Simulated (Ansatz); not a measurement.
# CH4AlFS: two geometries relaxed

Are the two ends of the rotation by 180° about the Al2–S4 bond separate minima, and which lies lower? Each is relaxed from a guess. SMILES of the start: [CH3][Al]([F])[SH].

All numbers below are computed with Ansatz 0.2.0 (RKS PBE0/def2-SVP).

### Step 1. Starting point

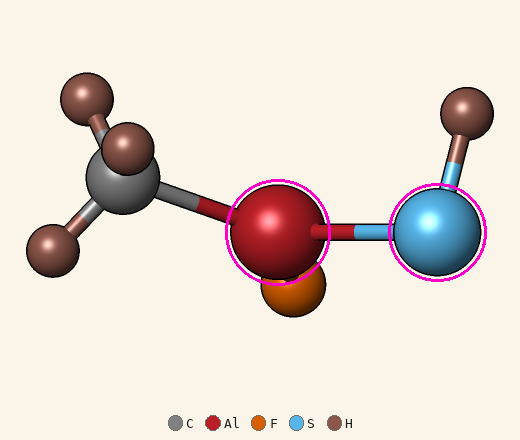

The starting structure, seen from a free direction (carbon grey, aluminium red, fluorine orange, sulfur blue, hydrogen brown). Ringed: Al2, S4.

Structure file:

```xyz
8

C    -0.1378    1.2342   -0.1024
Al    0.5667   -0.5648   -0.1515
F     2.3092   -0.8106    0.0389
S    -0.7278   -2.3319   -0.4434
H    -1.2838    1.2214   -0.2702
H     0.0426    1.7690    0.8608
H     0.2896    1.8815   -0.9280
H    -0.9665   -2.4559    0.9400
```

### Step 2. End point A

input.yaml reads:

```yaml
crystal:
  periodic: [false, false, false]
  atoms:
    - { symbol: C, position_ang: [-0.1378, 1.2342, -0.1024] }
    - { symbol: Al, position_ang: [0.5667, -0.5648, -0.1515] }
    - { symbol: F, position_ang: [2.3092, -0.8106, 0.0389] }
    - { symbol: S, position_ang: [-0.7278, -2.3319, -0.4434] }
    - { symbol: H, position_ang: [-1.2838, 1.2214, -0.2702] }
    - { symbol: H, position_ang: [0.0426, 1.769, 0.8608] }
    - { symbol: H, position_ang: [0.2896, 1.8815, -0.928] }
    - { symbol: H, position_ang: [-0.9665, -2.4559, 0.94] }
basis:
  gaussian: { orbitals: def2-SVP }
hamiltonian:
  xc: pbe0
relax:
  f_tol: 0.015
  max_steps: 40
```

Run with:

```console
> ansatz run input.yaml --threads 1 --pin off --max-ram 2048MiB --backend cpu --events-out ev --progress --plain --runs-dir out
```

Log (excerpt; [...] marks lines left out):

```text
Warning: RAYON_NUM_THREADS=1 ignored (pool sized by the plan → 1); use --threads N
[...]
Functional definition: PBE0
[...]
861 factors; integrals over basis functions are off by at most 3.6e-4 eV
[...]
mean field -21235.26566650 eV, -780.3816194640 hartree, gradient 4.1e-5 eV, S^2 0.000000; 0 other end points of the search recorded, 0 dependent functions left out
[...]
reference -21235.26569424 eV, -780.3816204831 hartree; 24, 24 occupied and 60, 60 virtual orbitals, 861 factors
relax step   1: F+E_penalty+E_count = -21235.26566650 eV  Δ(F+E_penalty+E_count) = +0.000e0 eV  max|allowed force component| = 2.359e0 eV/Å  Δτ_max = 0.0000 Å  (24 SCF iters, accepted)
[...]
relax step   5: F+E_penalty+E_count = -21235.51828865 eV  Δ(F+E_penalty+E_count) = -2.539e-4 eV  max|allowed force component| = 9.778e-3 eV/Å  Δτ_max = 0.0107 Å  (23 SCF iters, accepted)
[...]
relax step   9: F+E_penalty+E_count = -21235.52390062 eV  Δ(F+E_penalty+E_count) = -3.583e-3 eV  max|allowed force component| = 4.230e-1 eV/Å  Δτ_max = 0.0984 Å  (28 SCF iters, accepted)
[...]
relax step  13: F+E_penalty+E_count = -21235.71215302 eV  Δ(F+E_penalty+E_count) = -7.500e-2 eV  max|allowed force component| = 3.597e-1 eV/Å  Δτ_max = 0.2000 Å  (27 SCF iters, accepted)
[...]
relax step  16: F+E_penalty+E_count = -21235.75621755 eV  Δ(F+E_penalty+E_count) = -3.604e-3 eV  max|allowed force component| = 5.831e-2 eV/Å  Δτ_max = 0.0458 Å  (27 SCF iters, accepted)
[...]
relax step  17: F+E_penalty+E_count = -21235.75682572 eV  Δ(F+E_penalty+E_count) = -6.082e-4 eV  max|allowed force component| = 1.264e-2 eV/Å  Δτ_max = 0.0144 Å  (28 SCF iters, accepted)
861 factors; integrals over basis functions are off by at most 8.9e-4 eV
[...]
mean field -21235.75682572 eV, -780.3996692322 hartree, gradient 7.4e-6 eV, S^2 0.000000; 1 other end points of the search recorded, 0 dependent functions left out
[...]
reference -21235.75685355 eV, -780.3996702549 hartree; 24, 24 occupied and 60, 60 virtual orbitals, 861 factors
Total energy: -21235.75685355 eV, -780.3996702549 hartree
Atom 0 at    -0.147284     1.357576    -0.181041 Å, force     0.001114     0.003218    -0.012642 eV/Å
Atom 1 at     0.326121    -0.495504     0.107325 Å, force    -0.001365     0.001463     0.006577 eV/Å
Atom 2 at     1.901057    -0.937833     0.440696 Å, force    -0.000691    -0.001724    -0.001703 eV/Å
Atom 3 at    -1.111530    -2.131866     0.020717 Å, force     0.000780    -0.003308    -0.000395 eV/Å
Atom 4 at    -1.228992     1.491231    -0.335513 Å, force     0.002848    -0.000060     0.001050 eV/Å
Atom 5 at     0.157435     1.980361     0.675727 Å, force     0.000279    -0.004164     0.001897 eV/Å
Atom 6 at     0.374528     1.753943    -1.067935 Å, force    -0.003078     0.002214     0.004755 eV/Å
Atom 7 at    -0.179136    -3.075007     0.284224 Å, force     0.000113     0.002361     0.000462 eV/Å
Dipole moment:    -0.065368     0.207747    -0.036451 e Å
```

It took 62 s on 1 thread of an Arm CPU, shared host; peak memory 0.16 GiB.

Step by step:

| step | energy from step 1 (eV) | largest force component (eV/Å) |
| --- | --- | --- |
| 1 | 0.0000 | 2.3589 |
| 2 | -0.1990 | 1.3777 |
| 3 | -0.2466 | 0.2115 |
| 4 | -0.2524 | 0.0312 |
| 5 | -0.2526 | 0.0098 |
| 6 | -0.2528 | 0.0138 |
| 7x | -0.2490 | 0.6209 |
| 8 | -0.2547 | 0.1710 |
| 9 | -0.2582 | 0.4230 |
| 10 | -0.2692 | 0.7917 |
| 11 | -0.3351 | 0.4205 |
| 12 | -0.3715 | 0.9507 |
| 13 | -0.4465 | 0.3597 |
| 14 | -0.4836 | 0.3004 |
| 15 | -0.4869 | 0.2500 |
| 16 | -0.4906 | 0.0583 |
| 17 | -0.4912 | 0.0126 |

Step 1 is the start. 1 step was tried and not accepted (marked x).

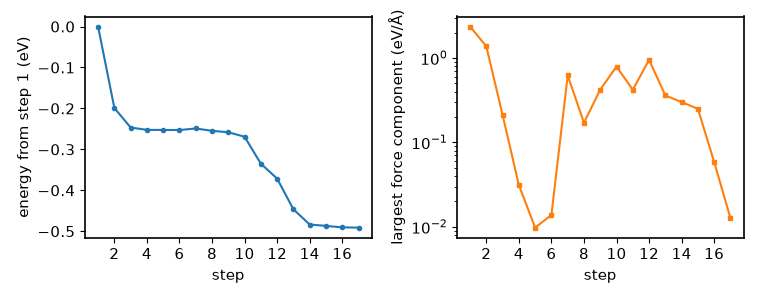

Energy and largest force along the relaxation.

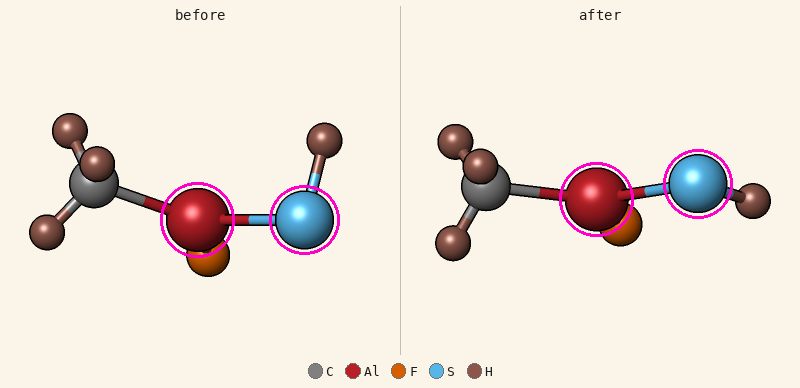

Before and after, at one scale.

After: Bond lengths: C1–Al2 1.934 Å, Al2–F3 1.669 Å, Al2–S4 2.180 Å, C1–H5 1.101 Å, C1–H6 1.102 Å, C1–H7 1.103 Å, S4–H8 1.352 Å. Angles: C1–Al2–F3 121.0°, C1–Al2–S4 123.5°, F3–Al2–S4 115.5°, Al2–C1–H5 112.2°, Al2–C1–H6 111.0°, Al2–C1–H7 110.4°, H5–C1–H6 108.2°, H5–C1–H7 108.0°, H6–C1–H7 106.9°, Al2–S4–H8 93.5°.

### Step 3. Relaxing end B

The second end starts from a geometry with the move made by hand.

Edit input.yaml of step 2 so:

```diff
@@ -10,3 +10,3 @@
     - { symbol: H, position_ang: [0.2896, 1.8815, -0.928] }
-    - { symbol: H, position_ang: [-0.9665, -2.4559, 0.94] }
+    - { symbol: H, position_ang: [-0.555, -2.29786, -1.84166] }
 basis:
@@ -18 +18,3 @@
   max_steps: 40
+output:
+  orbitals: {}
```

Run with:

```console
> ansatz run input.yaml --threads 1 --pin off --max-ram 2048MiB --backend cpu --events-out ev --progress --plain --runs-dir out
```

Log (excerpt; [...] marks lines left out):

```text
Warning: RAYON_NUM_THREADS=1 ignored (pool sized by the plan → 1); use --threads N
[...]
[... 1 set-up line as earlier in the session ...]
[...]
861 factors; integrals over basis functions are off by at most 3.6e-4 eV
[...]
mean field -21235.26660698 eV, -780.3816540260 hartree, gradient 4.5e-5 eV, S^2 0.000000; 0 other end points of the search recorded, 0 dependent functions left out
[...]
reference -21235.26663468 eV, -780.3816550437 hartree; 24, 24 occupied and 60, 60 virtual orbitals, 861 factors
relax step   1: F+E_penalty+E_count = -21235.26660698 eV  Δ(F+E_penalty+E_count) = +0.000e0 eV  max|allowed force component| = 2.357e0 eV/Å  Δτ_max = 0.0000 Å  (24 SCF iters, accepted)
[...]
relax step   4: F+E_penalty+E_count = -21235.52817417 eV  Δ(F+E_penalty+E_count) = -1.031e-2 eV  max|allowed force component| = 1.198e-1 eV/Å  Δτ_max = 0.0747 Å  (28 SCF iters, accepted)
[...]
reference -21235.75662819 eV, -780.3996619732 hartree; 24, 24 occupied and 60, 60 virtual orbitals, 861 factors
Total energy: -21235.75662819 eV, -780.3996619732 hartree
Atom 0 at    -0.169122     1.342300    -0.043047 Å, force    -0.003115     0.009666     0.005050 eV/Å
Atom 1 at     0.406833    -0.455275    -0.465205 Å, force     0.005532    -0.000119     0.008794 eV/Å
Atom 2 at     2.028211    -0.852734    -0.489969 Å, force    -0.000973     0.000604    -0.001484 eV/Å
Atom 3 at    -0.965046    -2.087995    -0.915049 Å, force    -0.005306    -0.006866    -0.004303 eV/Å
Atom 4 at    -1.253215     1.477418    -0.180044 Å, force     0.010852    -0.003754    -0.000204 eV/Å
Atom 5 at     0.072334     1.584911     1.005460 Å, force    -0.001109    -0.000278    -0.008644 eV/Å
Atom 6 at     0.353586     2.081245    -0.672026 Å, force    -0.005386    -0.003470     0.001410 eV/Å
Atom 7 at     0.030120    -2.988930    -1.077580 Å, force    -0.000495     0.004218    -0.000619 eV/Å
Dipole moment:    -0.078273     0.202127     0.046995 e Å
```

It took 53 s on 1 thread of an Arm CPU, shared host; peak memory 0.16 GiB.

Relaxation path:

| step | energy from step 1 (eV) | largest force component (eV/Å) |
| --- | --- | --- |
| 1 | 0.0000 | 2.3570 |
| 2 | -0.2004 | 1.3511 |
| 3 | -0.2513 | 0.2196 |
| 4 | -0.2616 | 0.1198 |
| 5 | -0.2730 | 0.8368 |
| 6 | -0.3033 | 1.0088 |
| 7 | -0.3588 | 0.7871 |
| 8 | -0.4321 | 0.3580 |
| 9 | -0.4758 | 0.2251 |
| 10x | -0.4594 | 0.5708 |
| 11 | -0.4876 | 0.0792 |
| 12 | -0.4896 | 0.0184 |
| 13 | -0.4899 | 0.0197 |
| 14 | -0.4900 | 0.0109 |

Step 1 is the start. 1 step was tried and not accepted (marked x).

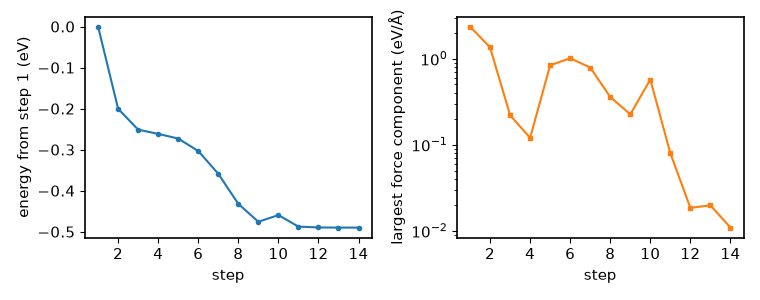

How energy and force went from step to step.

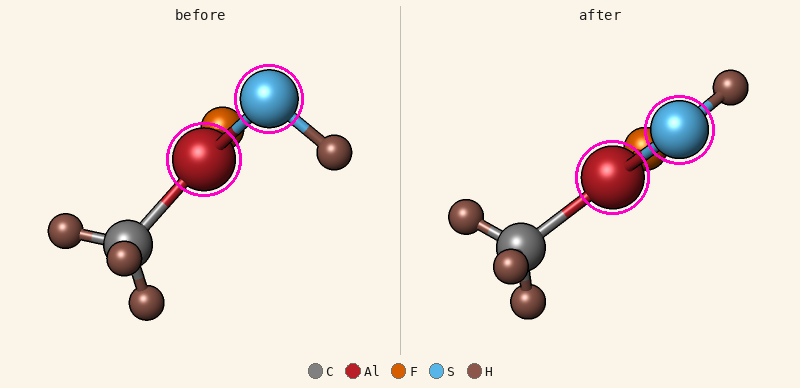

Before and after, at one scale.

After: Bond lengths: C1–Al2 1.934 Å, Al2–F3 1.670 Å, Al2–S4 2.179 Å, C1–H5 1.101 Å, C1–H6 1.103 Å, C1–H7 1.102 Å, S4–H8 1.352 Å. Angles: C1–Al2–F3 120.9°, C1–Al2–S4 123.6°, F3–Al2–S4 115.5°, Al2–C1–H5 112.3°, Al2–C1–H6 110.3°, Al2–C1–H7 110.9°, H5–C1–H6 107.9°, H5–C1–H7 108.3°, H6–C1–H7 106.9°, Al2–S4–H8 93.5°.

### Step 4. Results

| quantity | value |
| --- | --- |
| end A | 15 moves, 0.491 eV lower |
| end B | 12 moves, 0.490 eV lower |
| largest difference between the ends | 0.13 Å |
| end B relative to end A | +0.000 eV |

The two relaxations end at one structure, within 0.13 Å: no second minimum was found from this start, which doesn't rule one out.
